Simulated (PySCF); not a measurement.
# Two runs on SiP4H8

System: SiP4H8.
Method of run 1: GIAO WP04/pcSseg-1 NMR shielding, non-relativistic, IEF-PCM chloroform (PySCF 2.14.0).

The geometry comes from this level: PBE0-D3(BJ)/def2-SVP. Text and figures count atoms from 1; the logs count them from 0 in places.

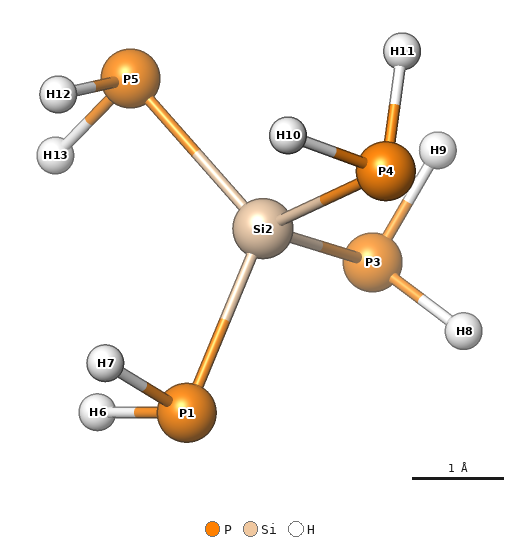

Fig. 1: The structure (ball-and-stick view, seen at a tilt; atoms are numbered from 1 in the order of the input). Bond lengths as drawn: H–P 1.43 Å and P–Si 2.27 Å.

### Input, run 1
```
{"job": {"kind": "nmr", "xc": "WP04", "basis": "pcSseg-1", "solvent": "chloroform", "pop": false}, "charge": 0, "multiplicity": 1}
P     -0.665622    -0.801196     2.048220
Si     0.173413    -0.044957     0.080186
P      2.119581    -1.172254    -0.213959
P      0.564446     2.168119     0.378992
P     -1.018426    -0.419381    -1.813228
H     -1.078304    -2.053289     1.494531
H     -1.942888    -0.189178     1.847963
H      2.769202    -0.509418     0.873135
H      2.609367    -0.255863    -1.196261
H     -0.809821     2.546671     0.246223
H      0.848802     2.385341    -1.006194
H     -2.236131     0.093321    -1.267109
H     -1.326346    -1.775788    -1.480978
```

The first line tells a small driver script what to run in PySCF; the rest is the geometry in Å.

Command:
```bash
OMP_NUM_THREADS=1 python <driver script> task.json out
```

Hardware: 1 CPU thread, shared host.

### Output (run 1)
```
coarse grid: 13080 points
cycle   1  E = -1677.3002006796  dE = -5.860e-02  |g| = 3.991e-01  |ddm| = 3.332e+00
cycle   2  E = -1677.3055061652  dE = -5.305e-03  |g| = 3.510e-01  |ddm| = 1.114e+00
cycle   3  E = -1677.3333083677  dE = -2.780e-02  |g| = 6.072e-02  |ddm| = 5.553e-01
cycle   4  E = -1677.3342523676  dE = -9.440e-04  |g| = 1.695e-02  |ddm| = 1.086e-01
cycle   5  E = -1677.3343578552  dE = -1.055e-04  |g| = 3.892e-03  |ddm| = 3.449e-02
cycle   6  E = -1677.3343636243  dE = -5.769e-06  |g| = 4.017e-04  |ddm| = 6.260e-03
final grid: 102608 points
cycle   7  E = -1677.3641750228  dE = -1.273e-05  |g| = 1.630e-03  |ddm| = 2.153e-02
cycle   8  E = -1677.3641747682  dE =  2.546e-07  |g| = 1.534e-03  |ddm| = 3.672e-03
cycle   9  E = -1677.3641753971  dE = -6.289e-07  |g| = 3.922e-04  |ddm| = 2.731e-03
cycle  10  E = -1677.3641754520  dE = -5.488e-08  |g| = 5.001e-05  |ddm| = 6.648e-04
cycle  11  E = -1677.3641754528  dE = -7.967e-10  |g| = 1.807e-05  |ddm| = 1.061e-04
converged SCF energy = -1677.3641754528

GIAO shielding tensors (ppm)
atom      isotropic    diamagn.    paramagn.     s11        s22        s33       span
  0 P      482.535     971.050    -488.515    439.904    493.672    514.030     74.127
  1 Si     305.087     885.931    -580.843    263.862    299.540    351.860     87.998
  2 P      512.166     970.655    -458.490    457.028    518.669    560.799    103.771
  3 P      496.953     971.158    -474.205    444.962    520.032    525.864     80.902
  4 P      470.411     971.625    -501.214    424.536    474.299    512.398     87.862
  5 H       29.671      31.301      -1.629     25.354     27.762     35.898     10.543
  6 H       29.655      31.643      -1.988     25.423     27.868     35.674     10.250
  7 H       29.842      30.375      -0.534     25.325     27.744     36.456     11.131
  8 H       29.898      30.814      -0.916     25.377     28.013     36.304     10.927
  9 H       29.673      31.620      -1.947     25.024     27.788     36.206     11.182
 10 H       29.762      31.322      -1.559     25.434     27.912     35.941     10.507
 11 H       29.554      32.036      -2.482     25.549     27.787     35.327      9.778
 12 H       29.428      31.532      -2.104     24.971     27.536     35.776     10.804
```

The input of run 2 differs as follows (lines with − go, lines with + come):
```diff
-"xc": "WP04"
+"xc": "wB97X-D"
```

Predict how the results change.

The total energies belong to different methods, so their difference says nothing on which is more stable or more accurate. The HOMO goes from −8.14 to −8.84 eV. The LUMO goes from −2.29 to 1.17 eV. The dipole moment goes from 1.53 to 1.99 D. Of all shieldings, the largest change is that of P1, by +54.9 ppm. The functional changes from WP04 to wB97X-D. Exact exchange removes part of the self-interaction error of semilocal functionals, which pushes filled and empty levels apart. The SCF takes 13 iterations against 11.

### Output (run 2)
```
coarse grid: 13080 points
cycle   1  E = -1659.5873415306  dE = -8.056e-02  |g| = 2.574e-01  |ddm| = 3.235e+00
cycle   2  E = -1659.6088886712  dE = -2.155e-02  |g| = 1.550e-01  |ddm| = 5.422e-01
cycle   3  E = -1659.6156934814  dE = -6.805e-03  |g| = 3.182e-02  |ddm| = 2.550e-01
cycle   4  E = -1659.6160640738  dE = -3.706e-04  |g| = 6.621e-03  |ddm| = 5.113e-02
cycle   5  E = -1659.6160974046  dE = -3.333e-05  |g| = 1.945e-03  |ddm| = 2.548e-02
cycle   6  E = -1659.6160991209  dE = -1.716e-06  |g| = 4.916e-04  |ddm| = 5.769e-03
final grid: 102608 points
cycle   7  E = -1659.6565408940  dE = -7.965e-05  |g| = 3.555e-03  |ddm| = 2.882e-02
cycle   8  E = -1659.6565443514  dE = -3.457e-06  |g| = 1.900e-03  |ddm| = 9.524e-03
cycle   9  E = -1659.6565451687  dE = -8.173e-07  |g| = 4.251e-04  |ddm| = 2.669e-03
cycle  10  E = -1659.6565452549  dE = -8.623e-08  |g| = 1.173e-04  |ddm| = 1.426e-03
cycle  11  E = -1659.6565452636  dE = -8.700e-09  |g| = 4.585e-05  |ddm| = 4.161e-04
cycle  12  E = -1659.6565452648  dE = -1.166e-09  |g| = 1.038e-05  |ddm| = 1.557e-04
cycle  13  E = -1659.6565452649  dE = -1.323e-10  |g| = 2.491e-06  |ddm| = 7.220e-05
converged SCF energy = -1659.6565452649

GIAO shielding tensors (ppm)
atom      isotropic    diamagn.    paramagn.     s11        s22        s33       span
  0 P      537.438     967.997    -430.558    493.525    552.541    566.249     72.723
  1 Si     341.432     882.011    -540.579    298.332    337.078    388.887     90.555
  2 P      564.682     967.676    -402.994    502.334    573.677    618.035    115.701
  3 P      549.247     968.088    -418.841    494.083    573.711    579.948     85.865
  4 P      524.432     968.480    -444.048    474.318    533.581    565.397     91.079
  5 H       29.178      30.362      -1.183     24.421     27.034     36.080     11.659
  6 H       29.165      30.611      -1.447     24.514     27.160     35.820     11.306
  7 H       29.289      29.608      -0.319     24.328     26.962     36.577     12.248
  8 H       29.350      29.957      -0.606     24.390     27.286     36.375     11.984
  9 H       29.162      30.607      -1.445     24.100     27.104     36.282     12.182
 10 H       29.256      30.379      -1.123     24.484     27.185     36.098     11.614
 11 H       29.086      30.947      -1.860     24.670     27.066     35.523     10.853
 12 H       28.956      30.562      -1.606     24.098     26.806     35.965     11.867
```

### The two runs side by side

```tsv
quantity	run 1	run 2
outcome	converged	converged
total energy (hartree)	−1677.364175	−1659.656545
HOMO (eV)	−8.14	−8.84
LUMO (eV)	−2.29	1.17
dipole moment (D)	1.53	1.99
shielding of P1 (ppm)	482.5	537.4
shielding of Si2 (ppm)	305.1	341.4
shielding of P3 (ppm)	512.2	564.7
shielding of P4 (ppm)	497.0	549.2
shielding of P5 (ppm)	470.4	524.4
shielding of H8 (ppm)	29.8	29.3
shielding of H9 (ppm)	29.9	29.4
SCF iterations	11	13
basis functions	160	160
wall time (shared host)	18 s	26 s
```
